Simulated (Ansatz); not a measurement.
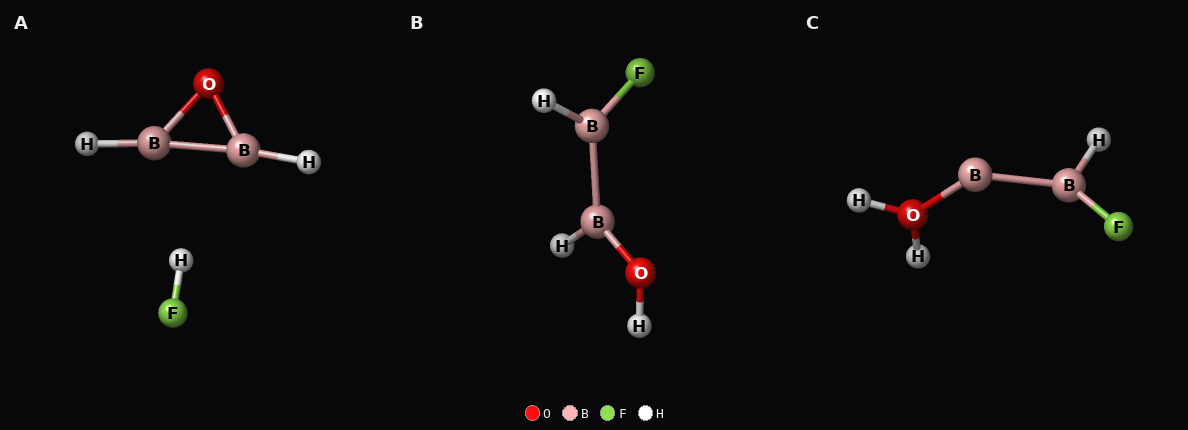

3 stationary structures of one formula. Geometries: PBE0-D4/def2-TZVP. Electronic energies: B3LYP-D4/def2-TZVPP (Ansatz 0.2.0), without zero-point energy. No frequency run is at hand to confirm each as a minimum. Each is one conformer, not always the lowest.

**Which is lowest in energy, and by how much?**

B is lowest (C1); A lies 39.5 kcal/mol above it (C2v), C lies 104.1 kcal/mol above it (C1).
